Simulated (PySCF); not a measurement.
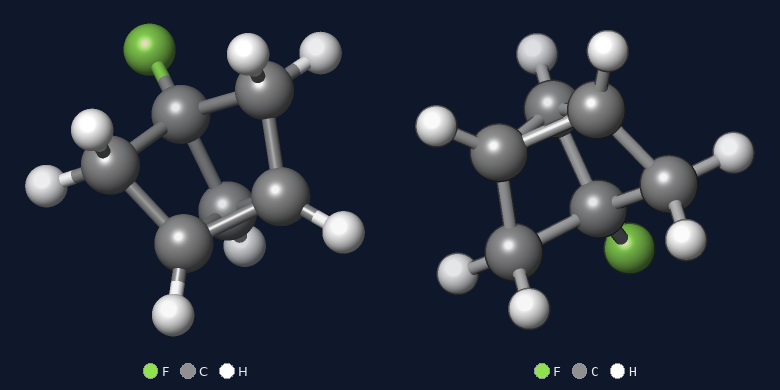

Two views of one molecule.

The geometry was computed by an optimisation with GFN2-xTB. No frequency run is at hand to confirm it as a minimum.

Describe the molecule.

Formula C6H7F. Its SMILES string is `F[C@]12C[C@@H]3[C@H](C1)[C@@H]32`. Independent rings (smallest set): 1 of 3 members, 2 of 4 members. Among its groups: C–F bond. This geometry has Cs symmetry.

More results for the same structure follow; atom numbers are the same in all pictures, views and colours differ.

**Excitation**

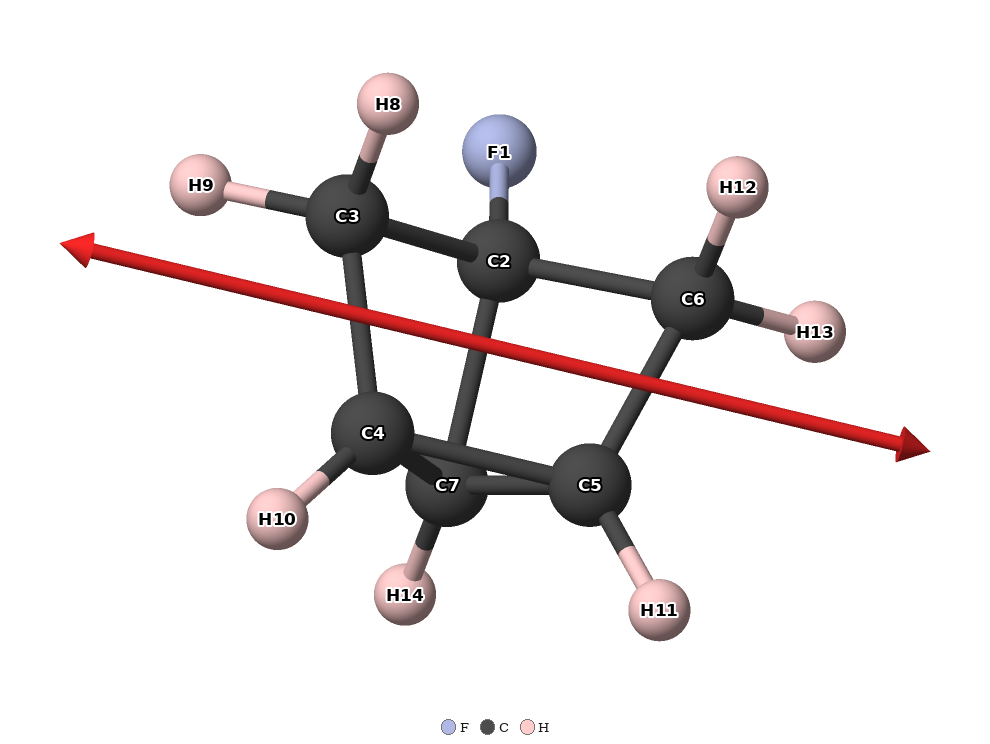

The double arrow shows the direction of the transition dipole to excited singlet state 2 (its length means nothing). No frequency run is at hand to confirm it as a minimum. Level of theory: TDDFT PBE0/def2-SVPD, vertical, gas phase, core orbitals frozen in the response (PySCF 2.14.0).

**How is the transition polarised?**

Nearly parallel to the C4–C5 bond.

**Where does the transition lie, and how strong is it?**

7.47 eV (166 nm), oscillator strength 0.017, mainly HOMO → LUMO+1 (weight 0.90); transition dipole 0.78 D.

**Polarisability**

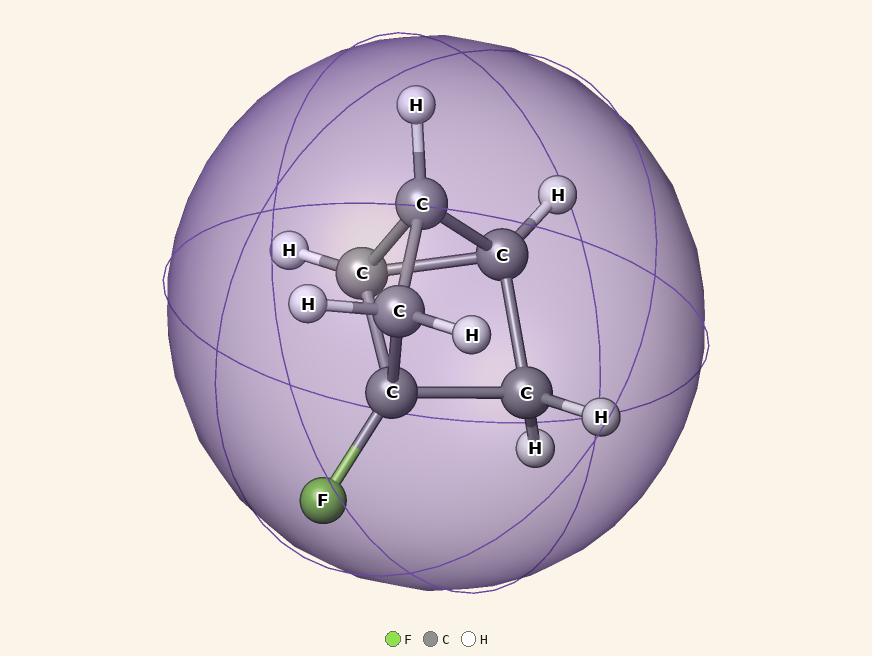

The ellipsoid shows the static dipole polarisability: its half-axes are proportional to the principal values. No frequency run is at hand to confirm it as a minimum. Computed with PBE0/def2-SVPD (PySCF 2.14.0).

**How large and how anisotropic is the polarisability?**

Principal values 58.1, 61.5, 63.0 bohr³; mean 60.9 bohr³ (9.02 Å³); anisotropy 4.3 bohr³, so the longest axis is 1.08 times the shortest.

**NMR shielding**

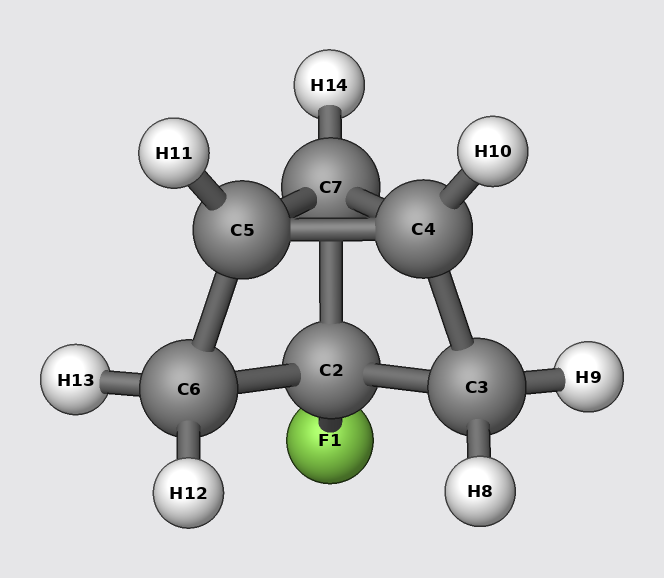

No frequency run is at hand to confirm it as a minimum. Method: GIAO PBE0/pcSseg-1 NMR shielding, non-relativistic, gas phase (PySCF 2.14.0). Principal shieldings σ11 ≤ σ22 ≤ σ33, span Ω = σ33 − σ11, skew κ = 3(σiso − σ22)/Ω.

Give the shielding tensors of the F atoms.

```csv
atom,σ11,σ22,σ33,σiso,Ω,κ
F1,285.7,354.1,372.8,337.5,87.1,−0.57
```

Shieldings and span in ppm.
